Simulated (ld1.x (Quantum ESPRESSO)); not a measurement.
# Ne: pseudopotential generation (part 2 of 2)

Continued. System: neon (Ne, Z = 10), core [He], reference valence 2s2 2p4 (an ion of charge +2), valence charge 8. Method: TM potential, LDA (PZ), scalar-relativistic, made with ld1.x (Quantum ESPRESSO) 7.5.

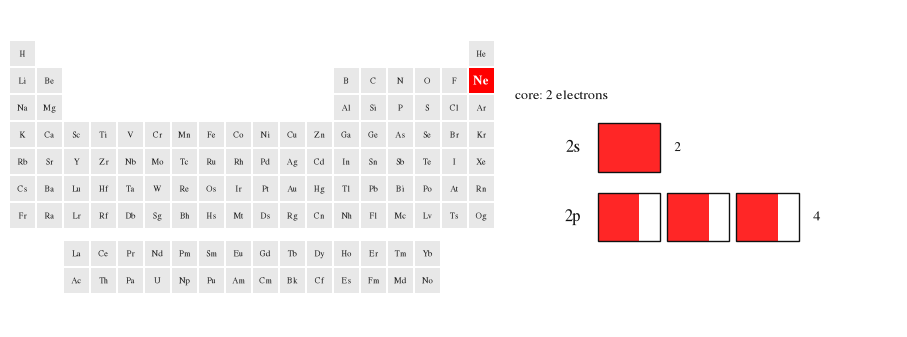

Left, the place of neon in the periodic table; right, the valence shells of the reference configuration: a box for each of the 2l + 1 orbitals, shaded by the share of the shell that is filled, with the electron count at the right.

**Output of the test run (extracts), continued**
```
     ---------------------- Testing the pseudopotential ----------------------

     Ne
     scalar relativistic calculation

     atomic number is 10.00   valence charge is  8.00
     dft =PZ   lsd =0 sic =0 latt =0  beta=0.20 tr2=1.0E-14
     mesh =1113 r(mesh) =  99.22747 xmin = -7.00 dx = 0.01250

     n l     nl             e AE (Ry)        e PS (Ry)    De AE-PS (Ry)
     1 0     2S   1( 2.00)       -7.55834       -7.55505       -0.00329
     2 1     2P   1( 3.00)       -5.92580       -5.89789       -0.02792  !

     eps = 9.9E-17  iter =  7

     Etot =    -246.926409 Ry,    -123.463205 Ha,   -3359.604946 eV
     Etotps =   -65.358391 Ry,     -32.679196 Ha,    -889.246212 eV
     dEtot_ae =       4.962910 Ry
     dEtot_ps =       4.951552 Ry,   Delta E=       0.011358 Ry

     Ekin =      36.549268 Ry,      18.274634 Ha,     497.278127 eV
     Encl =    -102.499835 Ry,     -51.249918 Ha,   -1394.581301 eV
     Ehrt =      28.765263 Ry,      14.382631 Ha,     391.371340 eV
     Ecxc =     -13.903474 Ry,      -6.951737 Ha,    -189.166406 eV
     (Ecc =      -5.942609 Ry,      -2.971304 Ha,     -80.853313 eV)
     Epseu=     -14.269613 Ry,      -7.134806 Ha,    -194.147973 eV

     ---------------------- End of pseudopotential test ----------------------

     ---------------------- Testing the pseudopotential ----------------------

     Ne
     scalar relativistic calculation

     atomic number is 10.00   valence charge is  8.00
     dft =PZ   lsd =0 sic =0 latt =0  beta=0.20 tr2=1.0E-14
     mesh =1113 r(mesh) =  99.22747 xmin = -7.00 dx = 0.01250

     n l     nl             e AE (Ry)        e PS (Ry)    De AE-PS (Ry)
     1 0     2S   1( 2.00)       -3.32593       -3.31637       -0.00956  !
     2 1     2P   1( 5.50)       -1.65312       -1.65842        0.00529  !

     eps = 7.7E-15  iter = 11

     Etot =    -256.085591 Ry,    -128.042795 Ha,   -3484.221959 eV
     Etotps =   -74.513948 Ry,     -37.256974 Ha,   -1013.813906 eV
     dEtot_ae =      -4.196271 Ry
     dEtot_ps =      -4.204004 Ry,   Delta E=       0.007733 Ry

     Ekin =      48.240050 Ry,      24.120025 Ha,     656.339322 eV
     Encl =    -141.682652 Ry,     -70.841326 Ha,   -1927.690688 eV
     Ehrt =      56.075184 Ry,      28.037592 Ha,     762.941741 eV
     Ecxc =     -17.537289 Ry,      -8.768645 Ha,    -238.606977 eV
     (Ecc =      -5.942609 Ry,      -2.971304 Ha,     -80.853313 eV)
     Epseu=     -19.609240 Ry,      -9.804620 Ha,    -266.797305 eV

     ---------------------- End of pseudopotential test ----------------------

     ---------------------- Testing the pseudopotential ----------------------

     Ne
     scalar relativistic calculation

     atomic number is 10.00   valence charge is  8.00
     dft =PZ   lsd =0 sic =0 latt =0  beta=0.20 tr2=1.0E-14
     mesh =1113 r(mesh) =  99.22747 xmin = -7.00 dx = 0.01250

     n l     nl             e AE (Ry)        e PS (Ry)    De AE-PS (Ry)
     1 0     2S   1( 1.00)       -4.07957       -4.07383       -0.00574  !
     2 1     2P   1( 6.00)       -2.39226       -2.40516        0.01290  !

     eps = 5.2E-17  iter =  9

     Etot =    -253.395635 Ry,    -126.697817 Ha,   -3447.623247 eV
     Etotps =   -71.836237 Ry,     -35.918119 Ha,    -977.381800 eV
     dEtot_ae =      -1.506315 Ry
     dEtot_ps =      -1.526294 Ry,   Delta E=       0.019979 Ry

     Ekin =      52.188433 Ry,      26.094216 Ha,     710.059803 eV
     Encl =    -134.834607 Ry,     -67.417303 Ha,   -1834.518284 eV
     Ehrt =      50.449225 Ry,      25.224612 Ha,     686.396670 eV
     Ecxc =     -16.888378 Ry,      -8.444189 Ha,    -229.778083 eV
     (Ecc =      -5.942609 Ry,      -2.971304 Ha,     -80.853313 eV)
     Epseu=     -22.750910 Ry,     -11.375455 Ha,    -309.541905 eV

     ---------------------- End of pseudopotential test ----------------------

     ---------------------- Testing the pseudopotential ----------------------

     Ne
     scalar relativistic calculation

     atomic number is 10.00   valence charge is  8.00
     dft =PZ   lsd =0 sic =0 latt =0  beta=0.20 tr2=1.0E-14
     mesh =1113 r(mesh) =  99.22747 xmin = -7.00 dx = 0.01250

     n l     nl             e AE (Ry)        e PS (Ry)    De AE-PS (Ry)
     1 0     2S   1( 2.00)       -9.58485       -9.56074       -0.02412  !
     2 1     2P   1( 2.00)       -8.02793       -7.93700       -0.09094  !

     eps = 2.2E-17  iter =  7

     Etot =    -239.966930 Ry,    -119.983465 Ha,   -3264.916412 eV
     Etotps =   -58.454540 Ry,     -29.227270 Ha,    -795.314539 eV
     dEtot_ae =      11.922389 Ry
     dEtot_ps =      11.855403 Ry,   Delta E=       0.066986 Ry

     Ekin =      28.804084 Ry,      14.402042 Ha,     391.899528 eV
     Encl =     -83.732068 Ry,     -41.866034 Ha,   -1139.232817 eV
     Ehrt =      19.164491 Ry,       9.582246 Ha,     260.746189 eV
     Ecxc =     -12.200286 Ry,      -6.100143 Ha,    -165.993348 eV
     (Ecc =      -5.942609 Ry,      -2.971304 Ha,     -80.853313 eV)
     Epseu=     -10.490762 Ry,      -5.245381 Ha,    -142.734090 eV

     ---------------------- End of pseudopotential test ----------------------

     ---------------------- Testing the pseudopotential ----------------------

     Ne
     scalar relativistic calculation

     atomic number is 10.00   valence charge is  8.00
     dft =PZ   lsd =1 sic =0 latt =0  beta=0.20 tr2=1.0E-14
     mesh =1113 r(mesh) =  99.22747 xmin = -7.00 dx = 0.01250

     n l     nl             e AE (Ry)        e PS (Ry)    De AE-PS (Ry)
     1 0     2S   1( 1.00)       -5.83991       -5.84722        0.00731  !
     2 1     2P   1( 3.00)       -4.17547       -4.17755        0.00208
     1 0     2S   2( 1.00)       -5.52564       -5.51808       -0.00757  !
     2 1     2P   2( 1.00)       -3.84192       -3.84123       -0.00070

     eps = 8.2E-15  iter =  9

     Etot =    -252.054866 Ry,    -126.027433 Ha,   -3429.381155 eV
     Etotps =   -70.476704 Ry,     -35.238352 Ha,    -958.884413 eV
     dEtot_ae =      -0.165546 Ry
     dEtot_ps =      -0.166761 Ry,   Delta E=       0.001215 Ry

     Ekin =      42.733248 Ry,      21.366624 Ha,     581.415454 eV
     Encl =    -119.828025 Ry,     -59.914012 Ha,   -1630.343331 eV
     Ehrt =      39.502665 Ry,      19.751332 Ha,     537.461133 eV
     Ecxc =     -15.684839 Ry,      -7.842420 Ha,    -213.403109 eV
     (Ecc =      -5.942609 Ry,      -2.971304 Ha,     -80.853313 eV)
     Epseu=     -17.199753 Ry,      -8.599876 Ha,    -234.014560 eV

     ---------------------- End of pseudopotential test ----------------------

     ---------------------- Testing the pseudopotential ----------------------

     Ne
     scalar relativistic calculation

     atomic number is 10.00   valence charge is  8.00
     dft =PZ   lsd =1 sic =0 latt =0  beta=0.20 tr2=1.0E-14
     mesh =1113 r(mesh) =  99.22747 xmin = -7.00 dx = 0.01250

     n l     nl             e AE (Ry)        e PS (Ry)    De AE-PS (Ry)
     1 0     2S   1( 1.00)       -4.12580       -4.12315       -0.00266
     2 1     2P   1( 3.00)       -2.44761       -2.45489        0.00728  !
     1 0     2S   2( 1.00)       -3.99023       -3.98164       -0.00859  !
     2 1     2P   2( 2.00)       -2.30832       -2.31398        0.00566  !

     eps = 3.1E-15  iter =  9

     Etot =    -255.114105 Ry,    -127.557052 Ha,   -3471.004218 eV
     Etotps =   -73.539790 Ry,     -36.769895 Ha,   -1000.559821 eV
     dEtot_ae =      -3.224785 Ry
     dEtot_ps =      -3.229847 Ry,   Delta E=       0.005062 Ry

     Ekin =      46.811357 Ry,      23.405679 Ha,     636.900962 eV
     Encl =    -134.973648 Ry,     -67.486824 Ha,   -1836.410031 eV
     Ehrt =      50.582165 Ry,      25.291083 Ha,     688.205417 eV
     Ecxc =     -16.955354 Ry,      -8.477677 Ha,    -230.689338 eV
     (Ecc =      -5.942609 Ry,      -2.971304 Ha,     -80.853313 eV)
     Epseu=     -19.004312 Ry,      -9.502156 Ha,    -258.566831 eV

     ---------------------- End of pseudopotential test ----------------------
```

**Key numbers**

- outcome: generated
- cutoffs needed: 200 Ry and 300 Ry (the cutoffs, on a coarse ladder, from which the occupation-weighted sum of valence levels, in a spherical-Bessel basis at the reference potential, stays within 10 and 1 mRy of its value at 400 Ry); ghost states and empty shells don't enter this sum
- ghost test: no ghost state below the valence levels in the p, d, s, f channels (spherical-Bessel basis up to 400 Ry, 20 bohr box)
- largest excitation error: +911 meV (all-electron minus pseudo) for 2s2 2p2, out of 6 test configurations
- range over which the phases arctan(r u′/u) at the test radius agree within 0.05 rad (a looser test near the poles than one of phase shifts): s: up to about 4.0 Ry; p: up to about 2.1 Ry; d: over the whole range computed
- hardware: 1 CPU thread, shared host
- wall time: 2 s

**Remarks**

An excitation error of 911 meV in its own tests makes this a poorly transferable potential.
